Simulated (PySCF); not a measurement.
## Electronic structure of CH₃AlClNO in real space

```xyz
8

Al   -1.5384   -0.1960    0.5668
Cl    0.7648    0.0626    0.4008
N     0.7824   -2.2436    2.4365
C    -0.5207   -2.4023    2.5394
O    -1.3709   -1.7316    1.9293
H     1.4159   -2.8238    2.9653
H     1.1338   -1.5097    1.8045
H    -0.8563   -3.1999    3.2266
```

Geometry: PBE0-D3(BJ)/def2-SVPD.

These are results of wB97M-D3(BJ)/def2-TZVPD, SCF density, gas phase in PySCF, not measurements.

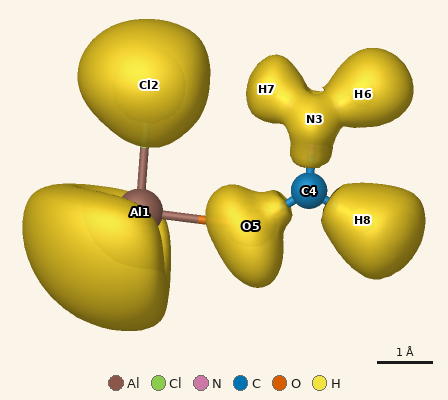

Figure 1. Isosurface of the ELF at 0.75 (yellow), seen across its widest extent. Core shells and regions of very low density are left out.

Describe the localisation domains.

Answer. The surface consists of one region around a hydrogen nucleus, one region on O in which the atom's valence shell and bonds are merged, one lobe on Al, pointing away from the bonds (lone pairs), one region wrapped around Cl (its valence shell) and one joined region spread over several atoms (H, N), in which their bonds and any lone pairs are merged. Along the contacts the grid gives the following. C–O (1.24 Å): the ELF peaks at about 0.85 between the atoms: a short, strongly polar bond. C–N (1.32 Å): the ELF peaks at about 0.90 between the atoms: a covalent bond.

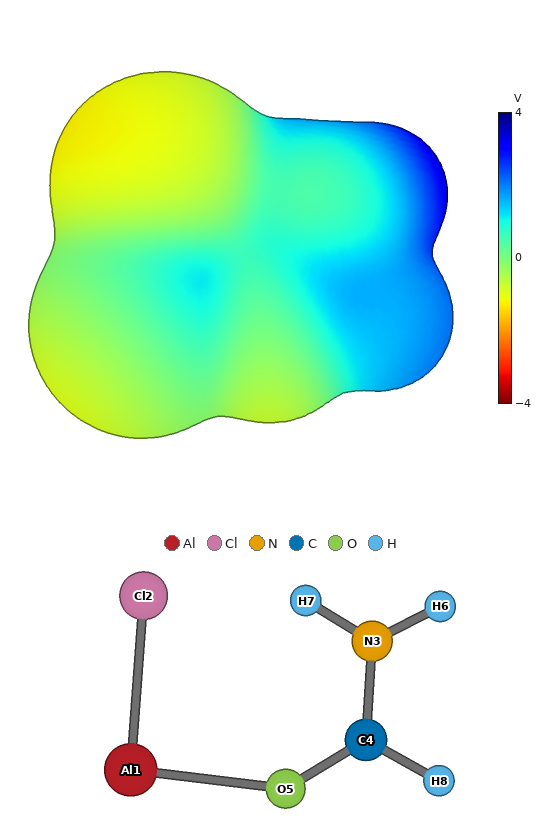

Figure 2. The molecular electrostatic potential painted on the density surface at 0.002 e/bohr³, seen across its widest extent; red is negative and blue positive. The bare structure is drawn below in the same view.

Which sites attract a positive test charge, and which a negative one?

Answer. A positive charge is drawn to the negative regions and a negative charge to the positive ones. The most negative region (about −1.2 V) lies over Cl2, the most positive (about +3.2 V) over H6.
